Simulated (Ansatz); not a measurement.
The figure comes from a scan of PbS (rock salt): a phonon pattern at L = (0.5, 0.0, 0.0) is frozen into a 4-atom cell, Q being the largest atomic displacement. Method: r2SCAN (plane waves to 500 eV, PAW, scalar-relativistic; Ansatz, an electronic-structure program). k mesh 5×10×10 (Γ-centred), Fermi-Dirac smearing 0.05 eV. The energy includes the smearing's −TS. PbS was relaxed with its symmetry unable to fall. Spin-orbit coupling is left out, though Pb is heavy. ΔE is measured from the undisplaced structure.

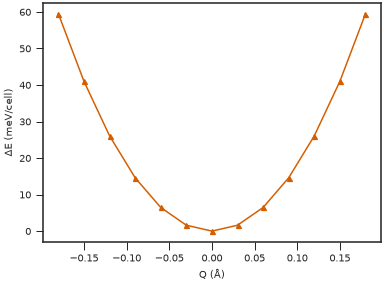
Figure. ΔE (meV/cell) against Q (Å); one marker a computed point.

### Question
Read the plotted values off the figure, to the accuracy that the plot allows.

### Answer
To the nearest 1:

```tsv
Q (Å)	ΔE (meV/cell)
-0.180	59
-0.150	41
-0.120	26
-0.090	15
-0.060	6
-0.030	2
0.000	0
0.030	2
0.060	6
0.090	15
0.120	26
0.150	41
0.180	59
```

(A displaced cell: forces are minus the slopes of the energy, force constants its curvatures, and phonons follow from these.)
